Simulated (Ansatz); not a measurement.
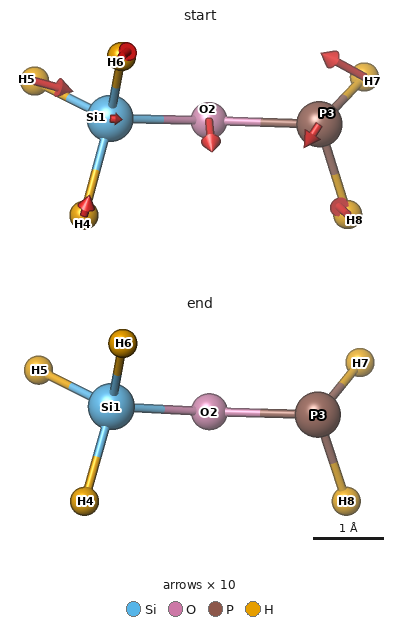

The structure of SiPH5O before (top) and after (bottom) a relaxation, at one scale. The red arrows give the displacements, magnified 10 times.

Style: ball-and-stick. Shown at a tilt.

The start comes from PBE-D4/def2-SVP.

Method: RKS PBE0-D4/def2-TZVP (Ansatz 0.2.0).

Input file:
```yaml
crystal:
  periodic: [false, false, false]
  atoms:
    - {symbol: Si, position_ang: [-0.748952, 0.934989, -0.528257]}
    - {symbol: O, position_ang: [0.568513, -0.078557, -0.228625]}
    - {symbol: P, position_ang: [0.730569, -1.132278, 1.081736]}
    - {symbol: H, position_ang: [-1.878249, 0.177045, -1.178199]}
    - {symbol: H, position_ang: [-0.259105, 1.999468, -1.464321]}
    - {symbol: H, position_ang: [-1.253766, 1.553845, 0.750213]}
    - {symbol: H, position_ang: [2.175818, -1.118961, 1.150742]}
    - {symbol: H, position_ang: [0.757373, -2.392751, 0.360811]}
basis:
  gaussian: {orbitals: def2-TZVP}
hamiltonian: {xc: pbe0, dispersion: d4}
relax: {f_tol: 0.005, max_steps: 150}
```

Run as
```bash
ansatz run in.yaml --threads 2 --pin off --events-out ev --progress --plain --max-ram 4352MiB
```

Describe what moved and what it gained.

Answer. The energy falls by 0.072 eV in 6 geometry steps. The largest force component goes from 1 to 0.0044 eV/Å. H7 moves most after the best rigid fit: 0.088 Å. Largest moves by element: H 0.088 Å, O 0.070 Å, P 0.041 Å, Si 0.018 Å. Among the contacts that change: O2–P3 1.689 → 1.645 Å, Si1–O2 1.689 → 1.650 Å, P3–H8 1.452 → 1.426 Å, P3–H7 1.447 → 1.424 Å. Bond angles that change, for instance: Si1–O2–P3 125.9° → 128.7°. Cost: 15 s on 2 threads of AMD EPYC 7B13 (shared host).
